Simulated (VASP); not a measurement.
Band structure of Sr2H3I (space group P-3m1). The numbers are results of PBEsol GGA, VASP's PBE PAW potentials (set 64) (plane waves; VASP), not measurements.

The path is coarsely sampled, so an indirect gap can come out somewhat too large. Unless said otherwise, spin-orbit coupling is left out, though it shifts the bands of the heavy elements here.

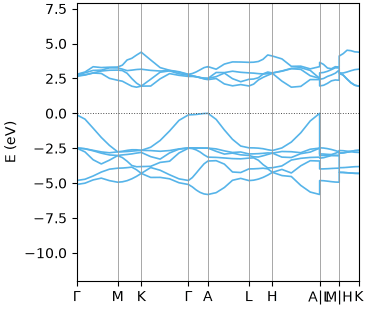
Figure: Bands along high-symmetry lines, zero at the valence-band maximum or, without a gap, the Fermi level

### Question
Read the plot: is there a gap, and where are the band edges?

### Answer
The gap is indirect, 1.87 eV, from the valence maximum at A to the conduction minimum at H-A at 0.40.

The structure comes from a computed database's Sr2H3I entry; how it stands against other phases isn't given here. The cell was not relaxed at this level.
